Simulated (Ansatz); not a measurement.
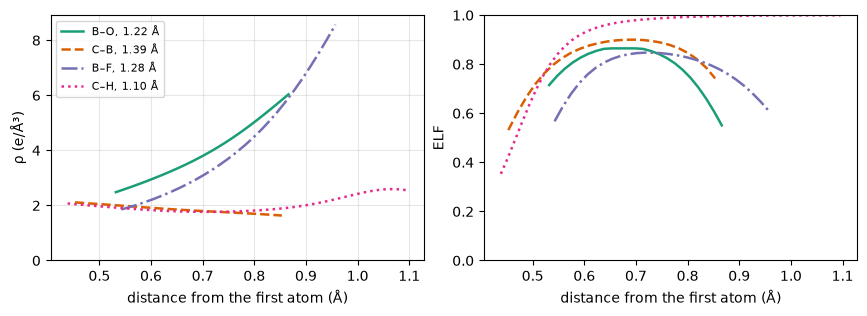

CHB$_{2}$FO. Electron density and electron localisation function along straight lines between neighbouring atoms. The curves leave out the atomic cores.

Geometry: r2SCAN-D4/def2-SVP.

The calculation used isolated molecule in a Gaussian basis; Kohn-Sham density functional theory, functional PBE0 in Ansatz.

```json
{"atom": "C", "x (Å)": "-1.8313", "y (Å)": "-0.4998", "z (Å)": "1.1066"}
{"atom": "B", "x (Å)": "-3.2048", "y (Å)": "0.0827", "z (Å)": "1.2159"}
{"atom": "B", "x (Å)": "-1.2209", "y (Å)": "-1.0445", "z (Å)": "2.2344"}
{"atom": "F", "x (Å)": "-0.6809", "y (Å)": "-1.5380", "z (Å)": "3.2799"}
{"atom": "O", "x (Å)": "-4.3212", "y (Å)": "0.5525", "z (Å)": "1.3201"}
{"atom": "H", "x (Å)": "-1.3163", "y (Å)": "-0.4931", "z (Å)": "0.1391"}
```

> What kind of bonding do the profiles show?

B–O (1.22 Å): the density is about 3 e/Å³ at the midpoint; the ELF peaks at about 0.85 between the atoms, as expected for a polar covalent bond.
C–B (1.39 Å): the density is about 1.8 e/Å³ at the midpoint; the ELF peaks at about 0.90 between the atoms; a covalent bond.
B–F (1.28 Å): ρ is about 2.5 e/Å³ halfway; the ELF peaks at about 0.85 between the atoms; a short, strongly polar bond.
C–H (1.10 Å): ρ is about 1.9 e/Å³ halfway; the ELF climbs to about 1 towards the hydrogen, as it does in any bond to H; an ordinary covalent bond to hydrogen.
